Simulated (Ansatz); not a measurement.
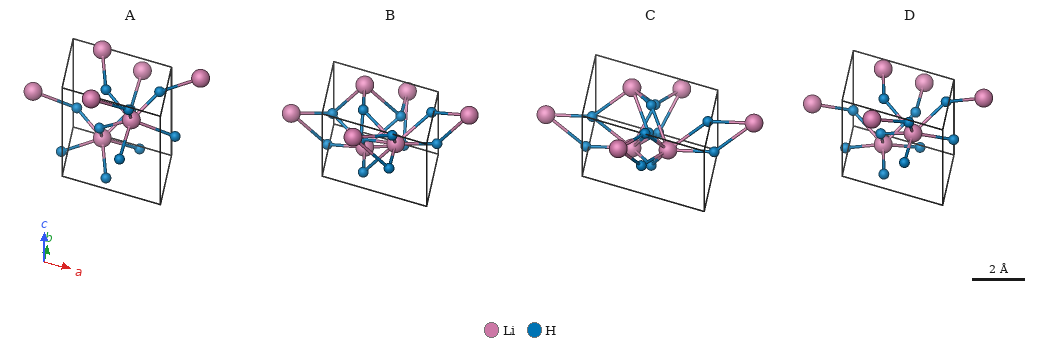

4 geometries from one relaxation of solid LiH₃ (built on the random type) (coarse preliminary run), in shuffled order. The picture is a ball-and-stick view of the cell of the calculation, seen from a free direction.

Case: random cell with space group P31c (No. 159).

Level of theory: DFT PBE, scalar-relativistic, plane waves, PAW in Ansatz 0.2.0. Settings: plane-wave cutoff 420 eV; k-point mesh 6 × 6 × 4; occupations gaussian; smearing width 0.1 eV; no spin polarisation; cell and atoms relaxed; force threshold 0.04 eV/Å; at most 70 steps.

Put them in the order of the run, from the start to the converged end.

A, D, B, C. They are steps 0, 3, 6, 18, at +5.005 eV per cell of the calculation, +1.746 eV per cell of the calculation, +0.232 eV per cell of the calculation relative to the last. After 15 accepted moves (18 points after the start) the energy has fallen by 5.005 eV per cell of the calculation. The largest force component goes from 2.8 to 0.0089 eV/Å. Pressure: 0.00 GPa at the start and −0.06 GPa at the end. The line search rejected the trial step at point 15 of the run. At 2 points the geometry stayed and the basis and grid were re-selected for the new cell (energy shift of 49.6 meV per cell of the calculation at most each time). The largest moves relative to the cell, 0.80 Å, are those of H atoms. By element the largest moves are H 0.80 Å, Li 0.46 Å. Cell: a = b 4.662 → 5.787 Å (+24.1 %), c 3.749 → 2.560 Å (−31.7 %). Volume +5.2 %. Near-neighbour distances that change, for instance: Li–Li 3.749 → 2.560 Å, H–Li 3.030 → 2.012 Å, H–Li 1.547 → 2.005 Å, H–Li 1.974 → 1.793 Å. Bond angles that change, for instance: H–Li–H 137.0° → 112.8°, H–Li–H 100.6° → 120.0°, H–Li–H 121.7° → 112.8°. The space group (tolerance 0.01 Å) goes from P31c (No. 159) to P6_3mc (No. 186). The run took 26 s on 1 thread of Intel(R) Xeon(R) 6975P-C (Granite Rapids), on a shared host, peak memory 0.39 GiB.

Limits of the set-up: the k-point mesh is coarse for a cell with partly filled bands.
